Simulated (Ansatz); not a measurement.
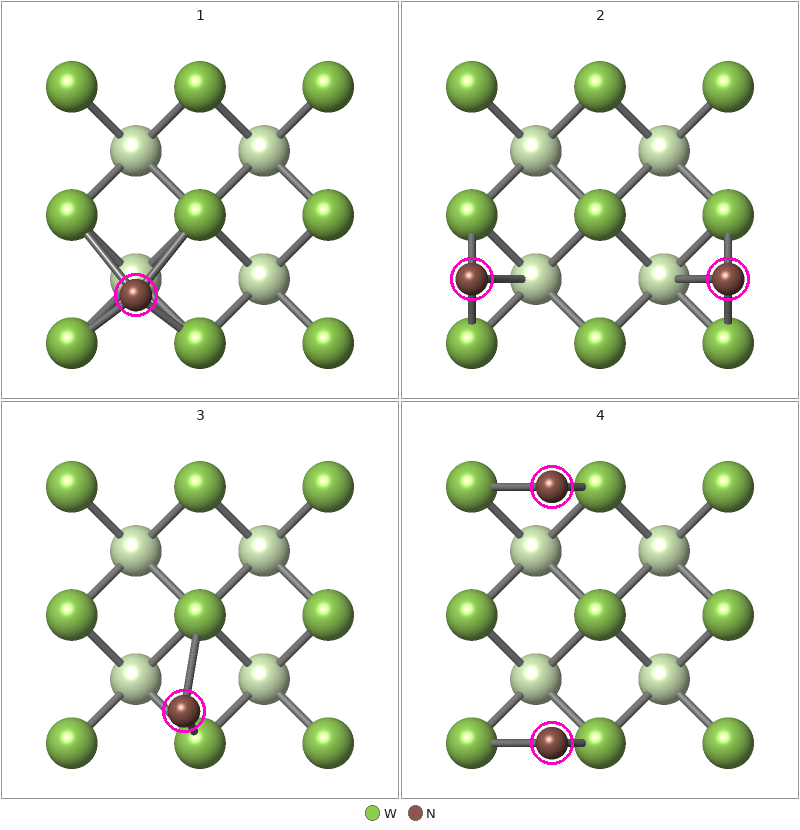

N on a W(100) slab cut from the Im-3m phase, its upper half relaxed before the scan (16 atoms of substrate and one adsorbate in a 2 × 2 cell). N is moved over the surface cell; relaxed at each place: the height of the adsorbate's atoms; substrate rigid; the origin of the map has the adsorbate above W13. Places are given modulo a cell vector. The map is drawn in real space over the plane of the surface. The grid has 8 × 8 points; 15 points were computed and 49 follow by symmetry. Places are given in fractions of the 1 × 1 surface cell. Energies: eV, counted from the lowest grid point. Level of theory: Ansatz 0.2.0, DFT PBE, scalar-relativistic, plane waves, PAW. Settings: cutoff 420 eV, k-mesh 4×4×1, gaussian smearing 0.1 eV, no spin polarisation.

The numbered pictures are structures from this grid. Rings mark the moved atoms.

Q: Rank them by energy, lowest first.

A: 1, at (4/8, 3/8) of the cell vectors [nearest 3 W at 2.11 Å]: 0.021 eV; 2, at a bridge site between two W atoms, (0/8, 4/8) of the cell vectors: 0.98 eV; 4, at (5/8, 0/8) of the cell vectors [nearest 1 W at 1.79 Å]: 1.52 eV; 3, at (7/8, 2/8) of the cell vectors [nearest 1 W at 1.77 Å]: 2.03 eV.

The map, with the structures marked:

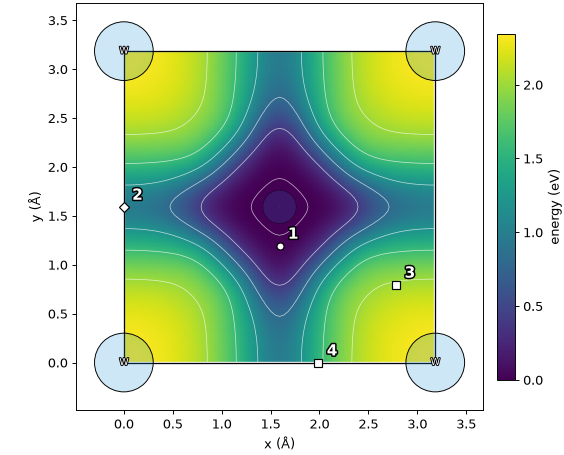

In the figure: a smooth colour map with a few white contour lines, labelled circles for the atoms of the top layer and small ones for the second layer, the outline of one cell of the plane. Between grid points the surface is interpolated.

PAW datasets: the set soft_1.
